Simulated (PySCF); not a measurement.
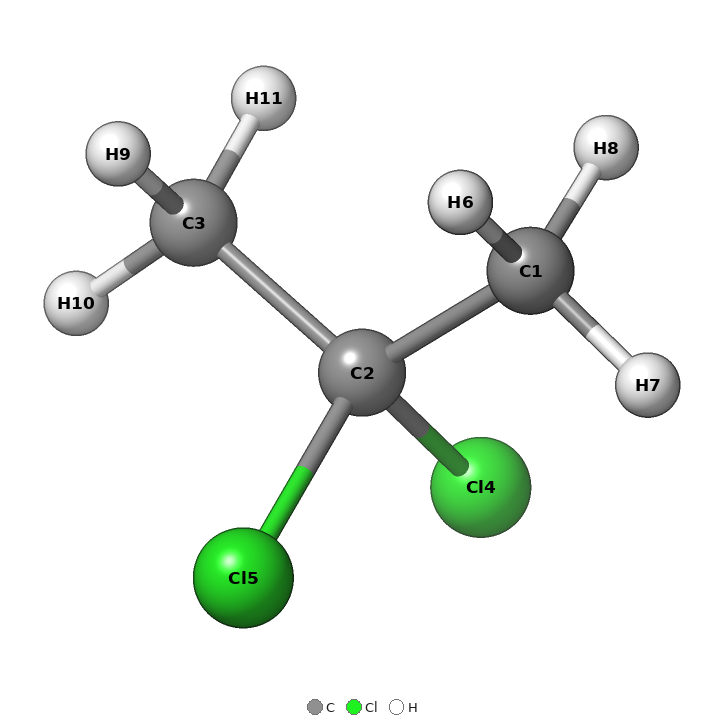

The computed structure is the end point of a PBE0-D3(BJ)/def2-TZVP optimisation. No frequency run is at hand to confirm it as a minimum. Method: GIAO ωB97X-D/pcSseg-2 NMR shielding, non-relativistic, gas phase (PySCF 2.14.0), and the same with a continuum solvent (IEF-PCM, Bondi radii x 1.2, gas-phase geometry).

How do dipole (D), HOMO–LUMO gap (eV), σ(Cl4) (ppm), σ(C2) (ppm), σ(H6) (ppm) change in chloroform (ε = 4.7)?

```csv
medium,dipole (D),HOMO–LUMO gap (eV),σ(Cl4) (ppm),σ(C2) (ppm),σ(H6) (ppm)
gas phase,2.41,12.27,586.1,86.1,29.83
chloroform,2.98,12.35,593.9,83.6,29.65
```
